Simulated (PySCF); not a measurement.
## Electronic structure of C5H3FN2Si in real space

The calculation's input:

```
{"job": {"kind": "nmr", "xc": "PBE0", "basis": "pcSseg-1"}, "charge": 0, "multiplicity": 1}
N      1.059860     3.176574     0.002692
C      0.540626     2.153797     0.014071
C     -0.076385     0.893890     0.036439
C     -1.347767     0.534839    -0.225392
Si    -1.110904    -1.306800     0.142787
C      0.640842    -0.407836     0.373106
F      1.145526    -0.428797     1.663833
C      1.653954    -0.745928    -0.578234
N      2.405859    -1.052219    -1.385211
H     -2.137340     1.201794    -0.530795
H     -1.607591    -1.773936     1.427847
H     -1.165484    -2.246064    -0.967172
```

Run with:

```sh
OMP_NUM_THREADS=1 python probes_run.py task.json out
```

Geometry: GFN2-xTB.

All numbers below come from PBE0/pcSseg-1, SCF density, gas phase, non-relativistic (PySCF 2.14.0).

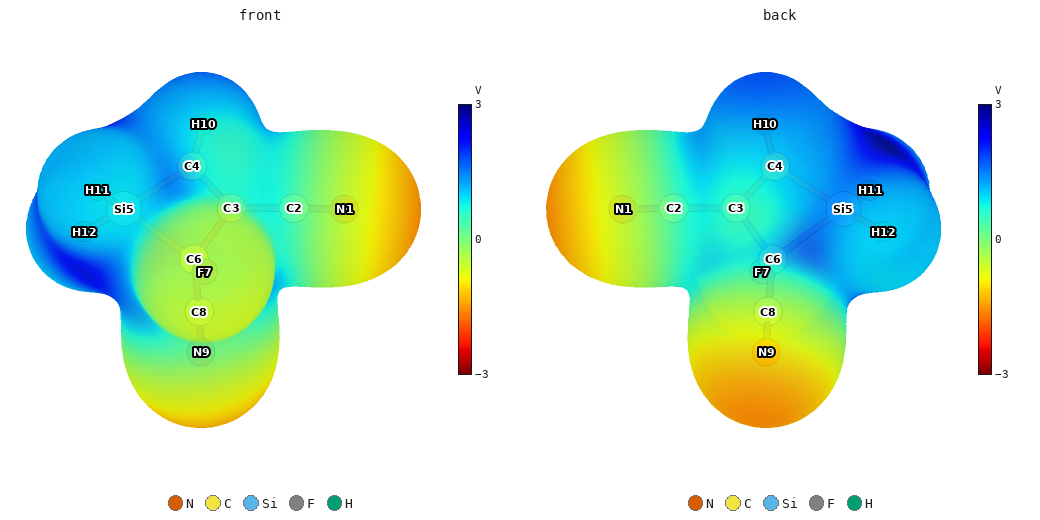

Figure 1. The electrostatic potential painted on the density surface at 0.002 e/bohr³, seen from the front and from behind; the colour scale runs from red (negative) to blue (positive).

Where is the surface potential most negative and most positive?

Answer. The most negative region (about −1.6 V, or −37 kcal/mol for a unit charge) lies over N1 and N9, the most positive (about +2.8 V, or +65 kcal/mol for a unit charge) over Si5.

How polar is the molecule by this calculation?

Answer. Its dipole moment is 6.47 D.

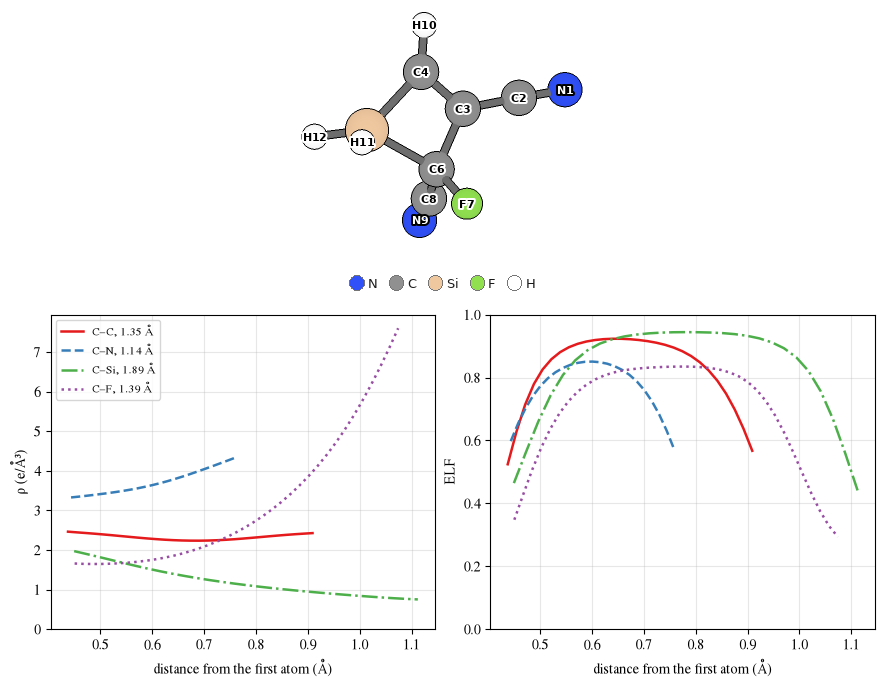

Figure 2. Electron density and electron localisation function along straight lines between neighbouring atoms. The curves leave out the atomic cores. The structure is drawn too.

Compare the contacts.

Answer. C–C (1.35 Å): ρ at the midpoint is about 2.2 e/Å³; the ELF peaks at about 0.90 between the atoms (a covalent bond).
C–N (1.14 Å): the density is about 3.6 e/Å³ at the midpoint; the ELF peaks at about 0.85 between the atoms (a short, multiple covalent bond).
C–Si (1.89 Å): the density is about 0.89 e/Å³ at the midpoint; the ELF peaks at about 0.95 between the atoms (a shared electron pair).
C–F (1.39 Å): ρ is about 2.1 e/Å³ halfway, with its minimum of 1.6 e/Å³ about 0.5 Å from C; the ELF peaks at about 0.85 between the atoms, as expected for a polar covalent bond.
